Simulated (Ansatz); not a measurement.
# Calculations on MoHBrClF$_{5}$

## 1. Relaxation

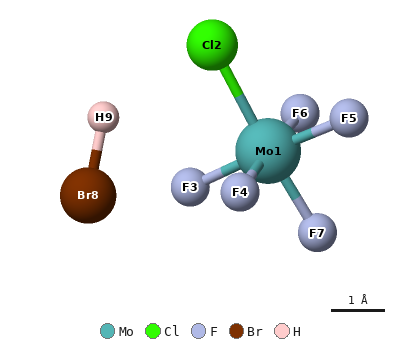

Starting structure of MoHBrClF5. Style: ball-and-stick. Shown at a tilt.

The run prepares an end point of a later path (reaction) calculation, from a guessed geometry.

These are results of Ansatz, RKS PBE/def2-SVP, not measurements.

Input
```yaml
crystal:
  periodic: [false, false, false]
  atoms:
    - { symbol: Mo, position_ang: [-0.128996, -0.123469, 0.005862] }
    - { symbol: Cl, position_ang: [-0.225357, -0.209368, 2.313812] }
    - { symbol: F, position_ang: [1.710735, -0.117259, -0.013951] }
    - { symbol: F, position_ang: [-0.169945, 1.715975, -0.032233] }
    - { symbol: F, position_ang: [-1.977808, -0.148144, -0.059481] }
    - { symbol: F, position_ang: [-0.114011, -1.972649, -0.051052] }
    - { symbol: F, position_ang: [-0.125356, -0.138305, -1.84259] }
    - { symbol: Br, position_ang: [2.314656, 2.37135, 1.285175] }
    - { symbol: H, position_ang: [1.585182, 1.610768, 2.360858] }
basis:
  gaussian: { orbitals: def2-SVP }
hamiltonian:
  xc: pbe
relax:
  f_tol: 0.03
  max_steps: 50
```

Launched with:
```bash
ansatz run input.yaml --threads 4 --pin off --max-ram 5120MiB --backend cpu --events-out ev --progress --plain --runs-dir out
```

Predict the outcome.

Over 7 geometry steps the energy falls by 26.6 kJ/mol. Largest force component: 1.3 eV/Å at the start, 0.022 eV/Å at the end. The largest move after the best rigid fit is that of Br8, 0.74 Å. By element the largest moves are Br 0.74 Å, H 0.44 Å, F 0.23 Å, Mo 0.19 Å, Cl 0.14 Å. Some distances before and after: Br8–H9 1.506 → 1.437 Å, Mo1–Cl2 2.312 → 2.299 Å, Mo1–F3 1.840 → 1.844 Å. Among the angles between lasting bonds that change: Cl2–Mo1–F7 176.6° → 179.4°, Cl2–Mo1–F3 93.0° → 90.8°.

History of the run:

| step | E − E(0), kJ/mol | largest force component, eV/Å |
| --- | --- | --- |
| 0 | 0.00 | 1.3182 |
| 1 | -18.52 | 0.4889 |
| 2 | -24.52 | 0.0962 |
| 3 | -25.87 | 0.2622 |
| 4 | -26.42 | 0.0891 |
| 5 | -26.50 | 0.0311 |
| 6 | -26.52 | 0.0197 |
| 7 | -26.56 | 0.0217 |

Final geometry:

```xyz
9

Mo   -0.2351   -0.2350   -0.1079
Cl   -0.1796   -0.1696    2.1899
F     1.6077   -0.2339   -0.1782
F    -0.2643    1.6072   -0.1847
F    -2.0818   -0.2648   -0.1000
F    -0.2334   -2.0819   -0.0922
F    -0.2674   -0.2749   -1.9574
Br    2.6830    2.7525    1.8081
H     1.8399    1.8892    2.5888
```

After the run, drawn alike:

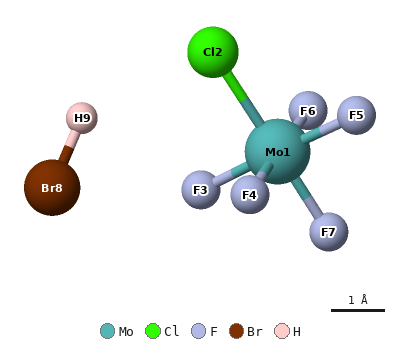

Limits of the set-up: the start holds two separate molecules, 2.6 Å apart at their closest, whose relative position is a soft coordinate and is computed without a dispersion correction.

## 2. Relaxation

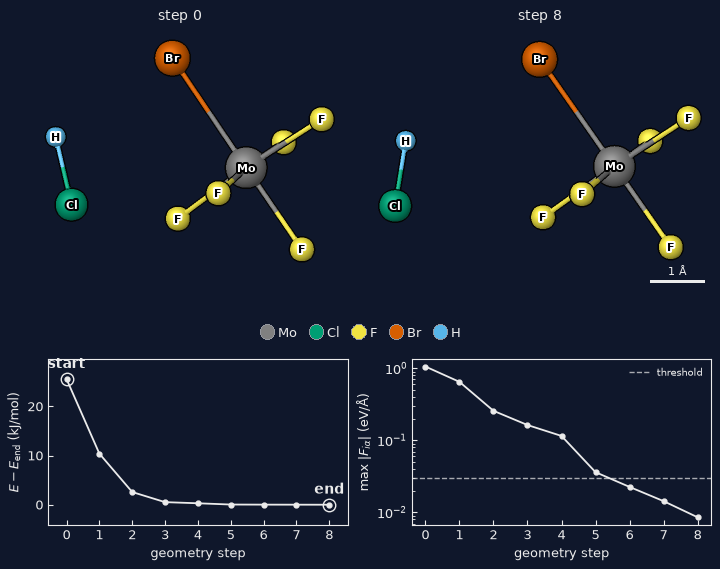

First and last geometry of a relaxation of MoHBrClF5, with the history of the run. The picture is a ball-and-stick view, seen at a tilt.

The run prepares an end point of a later path (reaction) calculation, from a guessed geometry.

Computed with RKS PBE/def2-SVP (Ansatz 0.2.0).

Input file:
```yaml
crystal:
  periodic: [false, false, false]
  atoms:
    - { symbol: Mo, position_ang: [0.350133, 0.359516, -0.352961] }
    - { symbol: Cl, position_ang: [-0.371351, -0.42445, 3.020862] }
    - { symbol: F, position_ang: [1.829552, 0.045789, -1.424798] }
    - { symbol: F, position_ang: [0.014578, 1.844547, -1.408966] }
    - { symbol: F, position_ang: [-1.21042, 0.731398, 0.550228] }
    - { symbol: F, position_ang: [0.754349, -1.198245, 0.540697] }
    - { symbol: F, position_ang: [-0.67732, -0.655518, -1.525919] }
    - { symbol: Br, position_ang: [1.737915, 1.703082, 1.206428] }
    - { symbol: H, position_ang: [0.441665, 0.582781, 3.36083] }
basis:
  gaussian: { orbitals: def2-SVP }
hamiltonian:
  xc: pbe
relax:
  f_tol: 0.03
  max_steps: 50
```

Command:
```bash
ansatz run input.yaml --threads 4 --pin off --max-ram 5120MiB --backend cpu --events-out ev --progress --plain --runs-dir out
```

> Read the history and describe the run.

It converged. Over 8 geometry steps the energy falls by 25.6 kJ/mol. Largest force component: 1.1 eV/Å at the start, 0.0085 eV/Å at the end. The atom that moves furthest after the best rigid fit is Cl2 (0.71 Å). Largest moves by element: Cl 0.71 Å, H 0.22 Å, F 0.18 Å, Mo 0.16 Å, Br 0.15 Å. Some distances before and after: Mo1–Cl2 3.538 → 4.402 Å, Cl2–H9 1.338 → 1.298 Å, Mo1–Br8 2.482 → 2.455 Å, Mo1–F7 1.861 → 1.853 Å. Among the angles between lasting bonds that change: F5–Mo1–F6 96.8° → 91.0°, F3–Mo1–F5 173.9° → 177.7°, F5–Mo1–Br8 93.2° → 91.1°. The run took 33 s on 4 threads of Arm Neoverse V1 (shared host), peak memory 0.27 GiB.

Limits of the set-up: the start holds two separate molecules, 2.8 Å apart at their closest, whose relative position is a soft coordinate and is computed without a dispersion correction.

## 3. Path

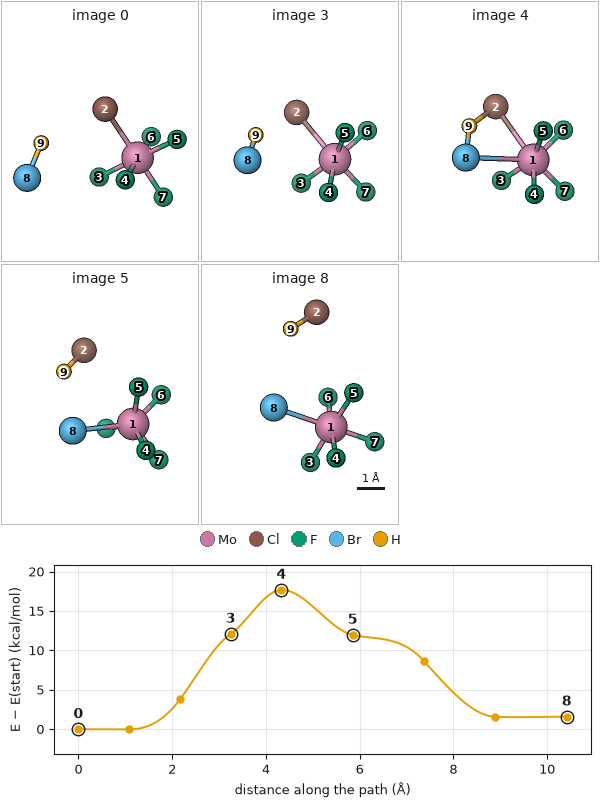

A search for the minimum-energy path of MoHBrClF5, made up at the start of MoClF5 and HBr by the nudged elastic band. Images are numbered from 0 (start) to 8 (end). A ball-and-stick model, seen at a tilt.

Computed with Ansatz, RKS PBE/def2-SVP. Set-up: 7 movable images; climbing image; force threshold 0.05 eV/Å; iteration limit 60; starting path through a guess of the saddle point.

Q: What happens along the path, and what is the barrier?

A: Breaking: Br8–H9 (1.44 → 1.61 at the top → 3.08 Å), Mo1–Cl2 (2.30 → 2.59 at the top → 4.40 Å). Forming: Cl2–H9 (2.91 → 1.67 at the top → 1.30 Å), Mo1–Br8 (4.59 → 2.94 at the top → 2.46 Å). The highest point, image 4, lies 17.7 kcal/mol above the start and 16.1 kcal/mol above the end; the end is at +1.6 kcal/mol relative to the start. The band is converged.

Limits of the set-up: the start holds two separate molecules, 2.9 Å apart at their closest, whose relative position is a soft coordinate and is computed without a dispersion correction.
